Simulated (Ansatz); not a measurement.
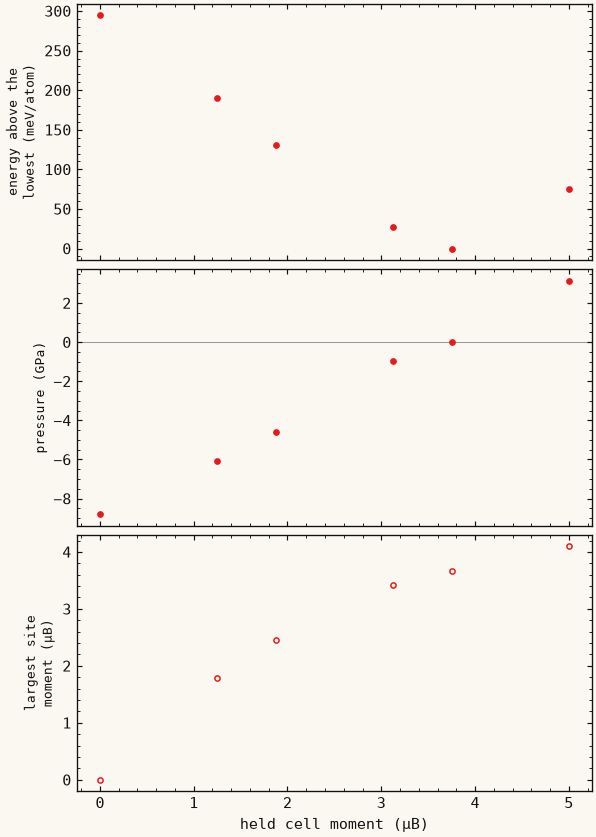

The picture above shows the energy above the lowest, pressure and largest site moment against held cell moment for MnGa₃, space group Fm-3m (No. 225) (cell built by us, not taken from a database).

The given structure:
```
Ga Mn
1.0
     0.00000    3.24670    3.24670
     3.24670    0.00000    3.24670
     3.24670    3.24670    0.00000
Ga Mn
3 1
Direct
  0.25000 0.25000 0.25000
  0.75000 0.75000 0.75000
  0.50000 0.50000 0.50000
  0.00000 0.00000 0.00000
```

Calculation (Ansatz 0.2.0): fixed-spin-moment curve at fixed atoms: the total collinear moment of the cell is held, energies count from the lowest point of the curve, pressure is positive in compression; plane-wave DFT of a periodic cell. Level: PBE, collinear spin.

```json
{"setting": "cell charge", "value": "0 e"}
{"setting": "exact exchange fraction", "value": "0"}
{"setting": "potentials", "value": "PAW default"}
{"setting": "wave cutoff", "value": "420 eV"}
{"setting": "k mesh", "value": "12x12x12"}
{"setting": "occupation rule", "value": "Gaussian"}
{"setting": "occupation width", "value": "0.1 eV"}
```

The points at held cell moment 0.62 μB, 2.50 μB and 4.38 μB are left out of the plot. What values does the calculation give there?

```tsv
held cell moment (μB)	energy above the lowest (meV/atom)	pressure (GPa)	largest site moment (μB)
0.62	246	-6.5	1.083
2.50	78	-2.8	2.986
4.38	20	1.6	3.901
```

Limits of the calculation: one run started without moments.
